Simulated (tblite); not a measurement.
**C₆H₉GeNS: geometry relaxation (part 1 of 2)**

System: C₆H₉GeNS, SMILES Nc1cccc([S][GeH3])c1.
Method: GFN2-xTB geometry optimisation, gas phase (tblite 0.8.0).

It belongs to a series of runs on one base structure; here: constitutional isomer.

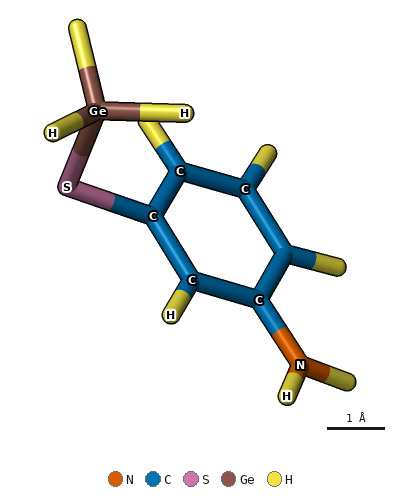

**Figure 1.** The structure as given in the input (stick view, seen at a tilt). Sticks mark near contacts.

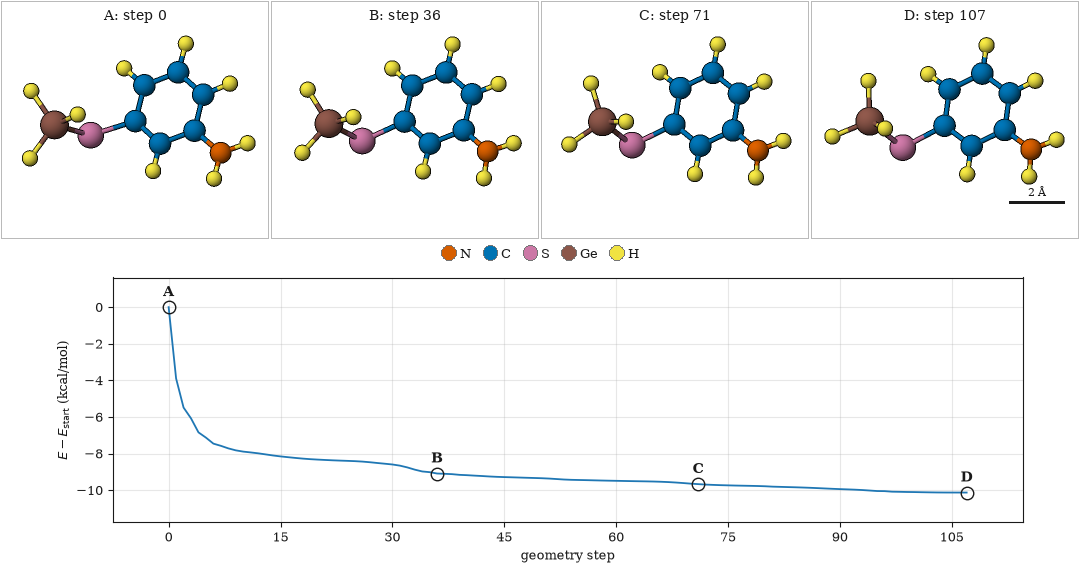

**Figure 2.** Frames of the relaxation (ball-and-stick view, seen at a tilt) above the curves, on which the letters mark them (steps are counted from 0).

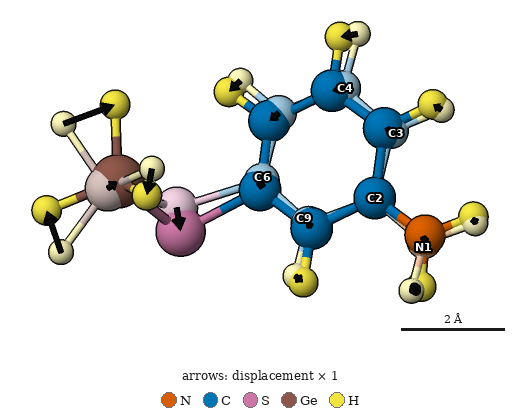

**Figure 3.** Start (faint) and end (solid) with the displacements as black arrows, at true length (ball-and-stick view, seen at a tilt). The two geometries are laid on each other by the best rigid fit. H16 moves most after the best rigid fit: 1.07 Å. Largest moves by element: H 1.07 Å, S 0.48 Å, Ge 0.25 Å, C 0.24 Å, N 0.16 Å. Among the contacts that change: N1–H11 1.065 → 1.007 Å, Ge8–H15 1.558 → 1.503 Å, N1–H10 1.046 → 1.007 Å, C4–H13 1.115 → 1.080 Å. Among the angles that change: C6–S7–Ge8 108.0° → 96.5°, S7–Ge8–H16 106.6° → 111.9°, S7–C6–C9 123.2° → 118.7°. After 107 geometry steps the energy has fallen by 10.1 kcal/mol. Largest force component: 2.1 eV/Å at the start, 0.009 eV/Å at the end. (Atoms are counted from 1 in the order of the input.)

These pictures come from the run below.

### The input
```
{"job": {"kind": "relax", "xc": "GFN2-xTB", "basis": "xTB"}, "charge": 0, "multiplicity": 1}
N     -2.802000     0.921000    -0.850000
C     -1.728100     0.141900    -0.385200
C     -1.947400    -0.741900     0.674300
C     -0.912700    -1.517900     1.152100
C      0.338500    -1.414900     0.594900
C      0.570700    -0.540300    -0.460100
S      2.238500    -0.489500    -1.110200
Ge     3.374100     1.048000     0.031500
C     -0.446200     0.237400    -0.944900
H     -2.648400     1.687300    -1.545200
H     -3.787200     0.731600    -0.493500
H     -2.938200    -0.843200     1.135800
H     -1.121200    -2.211600     1.999800
H      1.168300    -2.015800     0.950100
H      2.388900     1.856900     0.927500
H      4.332200     0.271100     0.994200
H      4.179000     1.977500    -0.930200
H     -0.267600     0.908600    -1.752700
```

The first line tells a small driver script what to run in tblite; the rest is the geometry in Å.

Run as:
```bash
OMP_NUM_THREADS=1 python <driver script> task.json out
```

### Log
```
step      E/eV     max force
  0    -694.47839    2.300
  1    -694.64733    1.080
  2    -694.71621    0.759
  3    -694.74182    0.516
  4    -694.77502    0.361
  5    -694.78744    0.331
  6    -694.80167    0.246
  7    -694.80688    0.276
  8    -694.81291    0.236
  9    -694.81758    0.173
 10    -694.82058    0.113
 11    -694.82252    0.119
 12    -694.82462    0.153
 13    -694.82716    0.148
 14    -694.82975    0.133
 15    -694.83193    0.127
 16    -694.83379    0.138
 17    -694.83556    0.147
 18    -694.83718    0.151
 19    -694.83850    0.142
 20    -694.83950    0.109
 21    -694.84039    0.086
 22    -694.84121    0.109
 23    -694.84190    0.082
 24    -694.84251    0.083
 25    -694.84321    0.087
 26    -694.84426    0.136
 27    -694.84579    0.188
 28    -694.84759    0.168
 29    -694.84930    0.106
 30    -694.85106    0.127
 31    -694.85378    0.199
 32    -694.85801    0.345
 33    -694.86329    0.388
 34    -694.86759    0.321
 35    -694.86928    0.265
 36    -694.87248    0.130
 37    -694.87317    0.066
 38    -694.87398    0.096
 39    -694.87563    0.096
 40    -694.87641    0.073
 41    -694.87746    0.066
 42    -694.87840    0.085
 43    -694.87949    0.082
 44    -694.88033    0.067
 45    -694.88094    0.053
 46    -694.88144    0.052
 47    -694.88200    0.058
 48    -694.88255    0.054
 49    -694.88305    0.058
 50    -694.88362    0.055
 51    -694.88442    0.087
 52    -694.88555    0.108
 53    -694.88669    0.086
 54    -694.88742    0.048
 55    -694.88782    0.046
 56    -694.88818    0.049
 57    -694.88862    0.059
 58    -694.88906    0.047
 59    -694.88944    0.041
 60    -694.88978    0.047
 61    -694.89013    0.048
 62    -694.89048    0.050
 63    -694.89079    0.046
 64    -694.89109    0.044
 65    -694.89145    0.056
 66    -694.89200    0.071
 67    -694.89277    0.080
 68    -694.89381    0.095
 69    -694.89506    0.106
 70    -694.89648    0.091
 71    -694.89760    0.115
 72    -694.89869    0.087
 73    -694.89942    0.051
 74    -694.90006    0.054
 75    -694.90053    0.059
 76    -694.90099    0.048
 77    -694.90134    0.043
 78    -694.90168    0.062
 79    -694.90209    0.078
 80    -694.90268    0.085
 81    -694.90360    0.056
 82    -694.90409    0.055
 83    -694.90461    0.055
 84    -694.90508    0.057
 85    -694.90565    0.050
 86    -694.90630    0.057
 87    -694.90707    0.058
 88    -694.90788    0.067
 89    -694.90869    0.074
 90    -694.90942    0.064
 91    -694.91006    0.057
 92    -694.91072    0.067
 93    -694.91160    0.097
 94    -694.91278    0.098
 95    -694.91399    0.086
 96    -694.91421    0.105
 97    -694.91552    0.055
 98    -694.91583    0.048
 99    -694.91622    0.039
100    -694.91645    0.041
101    -694.91681    0.042
102    -694.91711    0.039
103    -694.91736    0.024
104    -694.91749    0.018
105    -694.91754    0.014
106    -694.91757    0.010
107    -694.91759    0.010
```

### Trajectory as extended XYZ (Å, eV, eV/Å), 27 of the 108 frames kept, from step=0 to step=107
```
18
Properties=species:S:1:pos:R:3:forces:R:3 step=0 energy=-694.47839
N    -2.8020    0.9210   -0.8500   -0.3670   0.0130   0.0330
C    -1.7281    0.1419   -0.3852   -1.2990   0.7150  -0.2990
C    -1.9474   -0.7419    0.6743   -0.4640  -0.0730   0.1200
C    -0.9127   -1.5179    1.1521   -0.4870  -0.5620   0.7880
C     0.3385   -1.4149    0.5949    0.6470  -0.3100   0.0370
C     0.5707   -0.5403   -0.4601    0.2320  -0.1730   0.8000
S     2.2385   -0.4895   -1.1102    0.1430   0.1510  -0.4550
Ge    3.3741    1.0480    0.0315   -0.1470  -0.0590   0.4100
C    -0.4462    0.2374   -0.9449   -0.5860   0.1400   0.0690
H    -2.6484    1.6873   -1.5452   -0.2850  -1.3170   1.0860
H    -3.7872    0.7316   -0.4935    2.1340   0.4550  -0.7270
H    -2.9382   -0.8432    1.1358    0.4290   0.1930  -0.3470
H    -1.1212   -2.2116    1.9998    0.3500   0.5920  -0.7900
H     1.1683   -2.0158    0.9501   -0.1540   0.0420   0.0310
H     2.3889    1.8569    0.9275    0.4150  -0.2120  -0.3900
H     4.3322    0.2711    0.9942   -0.2770   0.4560  -0.4220
H     4.1790    1.9775   -0.9302   -0.3440  -0.4140   0.4590
H    -0.2676    0.9086   -1.7527    0.0600   0.3640  -0.4030
18
Properties=species:S:1:pos:R:3:forces:R:3 step=4 energy=-694.77502
N    -2.7815    0.9059   -0.8431   -0.1430   0.1750  -0.1450
C    -1.7470    0.1476   -0.3833    0.0330   0.0600  -0.0640
C    -1.9566   -0.7423    0.6681    0.0940  -0.1760   0.1570
C    -0.9227   -1.5156    1.1507    0.1070  -0.1060   0.0640
C     0.3476   -1.4261    0.6070    0.0080   0.1550  -0.0220
C     0.5609   -0.5215   -0.4210    0.3590  -0.0330  -0.0130
S     2.2304   -0.4656   -1.1433   -0.2940   0.1860  -0.0730
Ge    3.3558    1.0330    0.0495   -0.1870  -0.1990  -0.1700
C    -0.4679    0.2457   -0.9367    0.2850   0.0360   0.0160
H    -2.6549    1.6370   -1.5146    0.1670  -0.0440  -0.1140
H    -3.7131    0.7506   -0.5135   -0.0390  -0.0520   0.1400
H    -2.9314   -0.8293    1.1187   -0.1310   0.0500  -0.0330
H    -1.1037   -2.1937    1.9712   -0.0080  -0.0380  -0.0070
H     1.1697   -2.0275    0.9643   -0.0800   0.0040   0.0460
H     2.4217    1.8424    0.8959   -0.0310   0.0620  -0.0040
H     4.3113    0.3124    0.9600    0.0480   0.0640   0.0050
H     4.1428    1.9346   -0.8814   -0.1280  -0.1450   0.1530
H    -0.2703    0.9190   -1.7600   -0.0580   0.0020   0.0640
18
Properties=species:S:1:pos:R:3:forces:R:3 step=8 energy=-694.81291
N    -2.7759    0.9067   -0.8495    0.1150  -0.0520  -0.0020
C    -1.7384    0.1487   -0.3817    0.0330  -0.0090   0.0790
C    -1.9521   -0.7488    0.6712    0.0060   0.0720  -0.0450
C    -0.9148   -1.5196    1.1524   -0.0440   0.0500   0.0340
C     0.3574   -1.4138    0.6147   -0.0080  -0.0010   0.0520
C     0.5821   -0.5111   -0.4106   -0.1810   0.0170  -0.0090
S     2.1971   -0.4358   -1.1821    0.0470  -0.0340  -0.2290
Ge    3.3213    1.0005    0.0418    0.0160   0.0380   0.0990
C    -0.4518    0.2530   -0.9227   -0.0900   0.0620   0.0110
H    -2.6309    1.6234   -1.5334    0.0340  -0.0480  -0.0610
H    -3.7008    0.7508   -0.4976    0.0050   0.0490   0.0210
H    -2.9406   -0.8203    1.1061    0.0580  -0.0440  -0.0330
H    -1.0980   -2.2024    1.9682    0.0230  -0.0450  -0.0110
H     1.1619   -2.0312    0.9775    0.0710  -0.0050   0.0400
H     2.4234    1.8474    0.8861   -0.1130   0.0100   0.0260
H     4.3116    0.3320    0.9517   -0.0110  -0.0690   0.0480
H     4.1151    1.9030   -0.8510   -0.0050   0.0080  -0.0870
H    -0.2754    0.9239   -1.7526    0.0430   0.0000   0.0670
18
Properties=species:S:1:pos:R:3:forces:R:3 step=12 energy=-694.82462
N    -2.7668    0.9030   -0.8537   -0.0550   0.0420  -0.0210
C    -1.7338    0.1543   -0.3720   -0.0010   0.0120   0.0060
C    -1.9481   -0.7457    0.6739    0.0160  -0.0190   0.0530
C    -0.9121   -1.5148    1.1603    0.0510   0.0020  -0.0020
C     0.3615   -1.4078    0.6235    0.0450  -0.0050  -0.0360
C     0.5761   -0.5108   -0.4117    0.1100  -0.0330  -0.0160
S     2.1841   -0.4252   -1.2245   -0.0390   0.0730   0.1290
Ge    3.3089    0.9927    0.0487   -0.0290  -0.0110  -0.0500
C    -0.4525    0.2623   -0.9139    0.0460  -0.0310   0.0140
H    -2.6146    1.6067   -1.5510   -0.0010  -0.0610  -0.0110
H    -3.6903    0.7627   -0.4896    0.0220   0.0750  -0.0150
H    -2.9379   -0.8263    1.0970   -0.0300  -0.0460   0.0220
H    -1.0934   -2.2127    1.9649    0.0020   0.0200  -0.0100
H     1.1677   -2.0279    0.9870    0.0000   0.0610  -0.0170
H     2.4009    1.8491    0.8873   -0.0370  -0.0730  -0.0310
H     4.3079    0.3239    0.9592   -0.0880  -0.0420   0.0070
H     4.1032    1.8925   -0.8559   -0.0260  -0.0160  -0.0140
H    -0.2694    0.9304   -1.7410    0.0150   0.0520  -0.0070
18
Properties=species:S:1:pos:R:3:forces:R:3 step=16 energy=-694.83379
N    -2.7586    0.9016   -0.8570   -0.0010   0.0370   0.0030
C    -1.7275    0.1601   -0.3598   -0.0230  -0.0400  -0.0330
C    -1.9417   -0.7432    0.6855    0.0060   0.0030  -0.0660
C    -0.8990   -1.5078    1.1656   -0.0260  -0.0420  -0.0250
C     0.3724   -1.4038    0.6234    0.0000   0.0170   0.0180
C     0.5825   -0.5121   -0.4153   -0.0330   0.0900   0.0560
S     2.1711   -0.4017   -1.2364    0.1070  -0.0730  -0.0470
Ge    3.2953    0.9890    0.0479   -0.0180  -0.0040   0.0050
C    -0.4466    0.2671   -0.9056   -0.0400   0.0280   0.0080
H    -2.6005    1.5786   -1.5769    0.0220   0.0110  -0.0490
H    -3.6817    0.7973   -0.4847   -0.0320   0.0150   0.0390
H    -2.9375   -0.8466    1.0950    0.0620   0.0070   0.0210
H    -1.0859   -2.2156    1.9588    0.0410   0.0090   0.0500
H     1.1819   -2.0120    0.9932    0.0410  -0.0170  -0.0110
H     2.3674    1.8275    0.8789   -0.0170  -0.0240  -0.0130
H     4.2743    0.3026    0.9676   -0.0700  -0.0070  -0.0100
H     4.0849    1.8789   -0.8666    0.0100   0.0090   0.0260
H    -0.2594    0.9466   -1.7254   -0.0280  -0.0170   0.0290
18
Properties=species:S:1:pos:R:3:forces:R:3 step=21 energy=-694.84039
N    -2.7557    0.9113   -0.8561    0.0040   0.0160   0.0210
C    -1.7303    0.1579   -0.3616    0.0030   0.0200   0.0050
C    -1.9358   -0.7494    0.6805    0.0060  -0.0320   0.0150
C    -0.8903   -1.5111    1.1626    0.0210   0.0310   0.0130
C     0.3826   -1.3960    0.6263    0.0260   0.0050  -0.0050
C     0.5872   -0.4970   -0.4079    0.0270  -0.0460  -0.0510
S     2.1763   -0.4094   -1.2468   -0.0510  -0.0150   0.0370
Ge    3.2827    0.9868    0.0441   -0.0620  -0.0510  -0.0310
C    -0.4468    0.2750   -0.8983    0.0280  -0.0130  -0.0040
H    -2.5897    1.5590   -1.6032   -0.0240  -0.0270   0.0260
H    -3.6793    0.8277   -0.4755    0.0370   0.0020  -0.0170
H    -2.9244   -0.8583    1.1014   -0.0190   0.0100   0.0040
H    -1.0696   -2.2115    1.9654    0.0150   0.0110  -0.0040
H     1.1987   -2.0018    0.9911   -0.0210   0.0180  -0.0180
H     2.3371    1.8067    0.8696   -0.0220   0.0140  -0.0150
H     4.2322    0.2840    0.9733    0.0060  -0.0070   0.0240
H     4.0775    1.8746   -0.8638    0.0380   0.0360   0.0400
H    -0.2609    0.9578   -1.7128   -0.0120   0.0300  -0.0400
18
Properties=species:S:1:pos:R:3:forces:R:3 step=25 energy=-694.84321
N    -2.7483    0.9189   -0.8484    0.0160   0.0260   0.0300
C    -1.7265    0.1582   -0.3592    0.0040   0.0020   0.0080
C    -1.9324   -0.7554    0.6787    0.0200   0.0620   0.0310
C    -0.8812   -1.5064    1.1648   -0.0230   0.0010   0.0110
C     0.3898   -1.3895    0.6265   -0.0220  -0.0210  -0.0240
C     0.5890   -0.4978   -0.4140   -0.0340   0.0030  -0.0250
S     2.1696   -0.4207   -1.2540    0.0650  -0.0040  -0.0580
Ge    3.2659    0.9769    0.0385    0.0400   0.0300   0.0310
C    -0.4441    0.2791   -0.8983   -0.0140  -0.0170  -0.0340
H    -2.5884    1.5442   -1.6141    0.0060   0.0100  -0.0170
H    -3.6724    0.8419   -0.4721   -0.0340  -0.0400   0.0230
H    -2.9201   -0.8612    1.1042    0.0060  -0.0050  -0.0180
H    -1.0559   -2.2064    1.9679    0.0050  -0.0010   0.0200
H     1.2058   -1.9954    0.9877    0.0150   0.0010   0.0010
H     2.3153    1.8000    0.8599   -0.0120  -0.0110  -0.0330
H     4.2102    0.2748    0.9804   -0.0300   0.0090  -0.0070
H     4.0803    1.8779   -0.8477   -0.0120  -0.0190   0.0540
H    -0.2654    0.9673   -1.7125    0.0040  -0.0260   0.0070
18
Properties=species:S:1:pos:R:3:forces:R:3 step=29 energy=-694.84930
N    -2.7334    0.9540   -0.8144   -0.0070   0.0880   0.0540
C    -1.7190    0.1635   -0.3538   -0.0030   0.0180  -0.0020
C    -1.9198   -0.7442    0.6901    0.0120  -0.0300  -0.0240
C    -0.8663   -1.4947    1.1736    0.0210  -0.0160  -0.0560
C     0.3962   -1.3860    0.6125    0.0300  -0.0020  -0.0150
C     0.5881   -0.5091   -0.4435    0.0620   0.0120   0.0290
S     2.1820   -0.4471   -1.2781   -0.0920   0.0520  -0.0120
Ge    3.2402    0.9621    0.0351    0.0530   0.0480   0.0170
C    -0.4446    0.2756   -0.9152    0.0230  -0.0230   0.0190
H    -2.5913    1.5160   -1.6330   -0.0240  -0.0330   0.0150
H    -3.6656    0.8474   -0.4615    0.0160  -0.0640  -0.0260
H    -2.9103   -0.8647    1.1047    0.0140   0.0520   0.0360
H    -1.0258   -2.1927    1.9837   -0.0210   0.0530  -0.0180
H     1.2213   -1.9800    0.9755   -0.0220  -0.0170  -0.0160
H     2.2662    1.7837    0.8238   -0.0520  -0.0090   0.0060
H     4.1561    0.2593    0.9965   -0.0060  -0.0280   0.0510
H     4.0917    1.8862   -0.7879   -0.0210  -0.0350  -0.0280
H    -0.2745    0.9769   -1.7197    0.0180  -0.0650  -0.0310
18
Properties=species:S:1:pos:R:3:forces:R:3 step=33 energy=-694.86329
N    -2.7132    1.0270   -0.7499    0.0010  -0.0790   0.1570
C    -1.7092    0.1771   -0.3484    0.0150   0.0170  -0.0080
C    -1.9040   -0.7308    0.6953   -0.0250   0.0040  -0.0780
C    -0.8483   -1.4869    1.1639   -0.0440   0.0340   0.0170
C     0.4077   -1.3890    0.5898    0.0220   0.0150   0.0650
C     0.5976   -0.5178   -0.4687   -0.1050   0.0130  -0.0100
S     2.1775   -0.4465   -1.3125    0.1520   0.1960   0.0930
Ge    3.2307    0.9609    0.0449   -0.2980  -0.2460  -0.0320
C    -0.4434    0.2613   -0.9328   -0.0190   0.0880   0.0030
H    -2.6084    1.4769   -1.6407   -0.0310   0.0190  -0.0780
H    -3.6550    0.8137   -0.4621    0.0930  -0.0240  -0.0750
H    -2.8929   -0.8439    1.1170    0.0480   0.0520   0.0760
H    -1.0041   -2.1585    1.9941   -0.0020  -0.0570  -0.0110
H     1.2315   -1.9765    0.9579    0.0630  -0.0850   0.0070
H     2.2010    1.7640    0.7831    0.0140  -0.0090   0.0290
H     4.0993    0.2381    1.0323   -0.0060  -0.0200   0.0660
H     4.1003    1.8833   -0.7314    0.1130   0.0910  -0.1590
H    -0.2759    0.9540   -1.7437    0.0110  -0.0090  -0.0620
18
Properties=species:S:1:pos:R:3:forces:R:3 step=37 energy=-694.87317
N    -2.7076    1.0400   -0.7364    0.0160   0.0110  -0.0530
C    -1.7060    0.1822   -0.3463    0.0160   0.0120  -0.0090
C    -1.9018   -0.7293    0.6920    0.0160   0.0070   0.0200
C    -0.8466   -1.4856    1.1611    0.0110   0.0030   0.0330
C     0.4129   -1.3884    0.5917    0.0000   0.0100   0.0190
C     0.5971   -0.5160   -0.4680   -0.0100   0.0050  -0.0140
S     2.1764   -0.4227   -1.3193    0.0090  -0.0050   0.0020
Ge    3.2177    0.9519    0.0481   -0.0050   0.0160   0.0050
C    -0.4421    0.2652   -0.9316    0.0110   0.0270  -0.0140
H    -2.6119    1.4661   -1.6439   -0.0230  -0.0080   0.0270
H    -3.6477    0.8027   -0.4678   -0.0100  -0.0330  -0.0200
H    -2.8861   -0.8344    1.1254    0.0270   0.0360   0.0480
H    -1.0048   -2.1575    1.9908    0.0000  -0.0590  -0.0120
H     1.2357   -1.9832    0.9574    0.0030  -0.0160  -0.0220
H     2.1887    1.7592    0.7822    0.0140   0.0040   0.0380
H     4.0894    0.2322    1.0445   -0.0530   0.0080   0.0090
H     4.0993    1.8778   -0.7403   -0.0150  -0.0440  -0.0140
H    -0.2714    0.9461   -1.7512   -0.0070   0.0270  -0.0420
18
Properties=species:S:1:pos:R:3:forces:R:3 step=41 energy=-694.87746
N    -2.7076    1.0444   -0.7334   -0.0270  -0.0590  -0.0090
C    -1.7003    0.1878   -0.3466   -0.0050   0.0140   0.0270
C    -1.8941   -0.7216    0.6971    0.0220   0.0520   0.0310
C    -0.8433   -1.4849    1.1665    0.0090   0.0050  -0.0480
C     0.4148   -1.3858    0.5927   -0.0030  -0.0110  -0.0500
C     0.5967   -0.5141   -0.4701    0.0110   0.0260   0.0110
S     2.1772   -0.4157   -1.3195   -0.0090  -0.0300   0.0100
Ge    3.2134    0.9559    0.0533   -0.0410  -0.0260   0.0020
C    -0.4387    0.2718   -0.9378   -0.0230  -0.0350   0.0130
H    -2.6214    1.4659   -1.6437    0.0220  -0.0040  -0.0020
H    -3.6460    0.7809   -0.4798    0.0070  -0.0080   0.0000
H    -2.8736   -0.8142    1.1453    0.0180   0.0300  -0.0050
H    -1.0070   -2.1736    1.9839    0.0210   0.0320  -0.0400
H     1.2354   -1.9916    0.9476   -0.0040   0.0230  -0.0270
H     2.1901    1.7609    0.7956    0.0020   0.0300   0.0110
H     4.0711    0.2327    1.0547   -0.0070  -0.0110   0.0230
H     4.0963    1.8620   -0.7499    0.0130   0.0020  -0.0010
H    -0.2717    0.9453   -1.7678   -0.0080  -0.0300   0.0530
```
